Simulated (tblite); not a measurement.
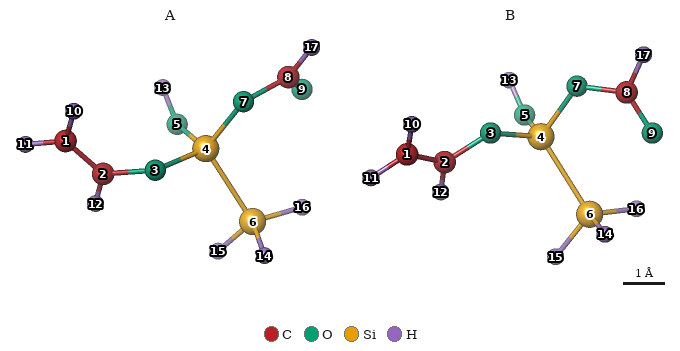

Two geometries of C3H8O4Si2, drawn at one scale. One is the start of a relaxation, the other its converged end. Style: ball-and-stick. Shown at a tilt.

Computed with GFN2-xTB geometry optimisation, gas phase (tblite). 

**Which geometry has the lower energy?**

Structure B is the relaxed one. O9 moves most after the best rigid fit: 1.72 Å. By element the largest moves are O 1.72 Å, H 1.15 Å, Si 0.60 Å, C 0.50 Å. Among the contacts that change: O3–Si4 1.771 → 1.633 Å, O7–C8 1.377 → 1.295 Å, Si4–O5 1.702 → 1.624 Å, Si4–Si6 2.234 → 2.284 Å. Bond angles that change, for instance: C2–O3–Si4 116.3° → 129.2°, O3–Si4–Si6 106.9° → 119.6°, O7–C8–H17 122.8° → 111.5°. Groups turn about C2–O3 by about 65°, Si4–O7 by about 55°, O3–Si4 by about 50°. After 184 geometry steps the energy has fallen by 113.0 kJ/mol.
